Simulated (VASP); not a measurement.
Band structure of CeAs (space group Fm-3m). Method: PBEsol GGA, VASP's PBE PAW potentials (set 64) (plane waves; VASP 6.6.1).

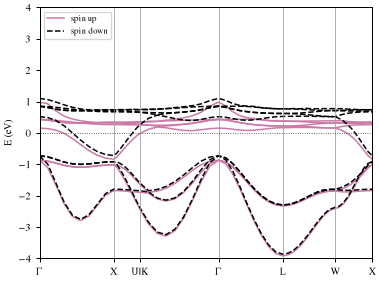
Figure: Bands along high-symmetry lines, zero at the valence-band maximum or, without a gap, the Fermi level

**Question.** Read the plot: is there a gap, and where are the band edges?

**Answer.** It has no gap at this level: it comes out as a metal or semimetal.

The structure comes from a measured CeAs entry of the Crystallography Open Database, whose conditions weren't checked. The cell was not relaxed at this level. VASP warned that the highest band is occupied, so more bands are needed.
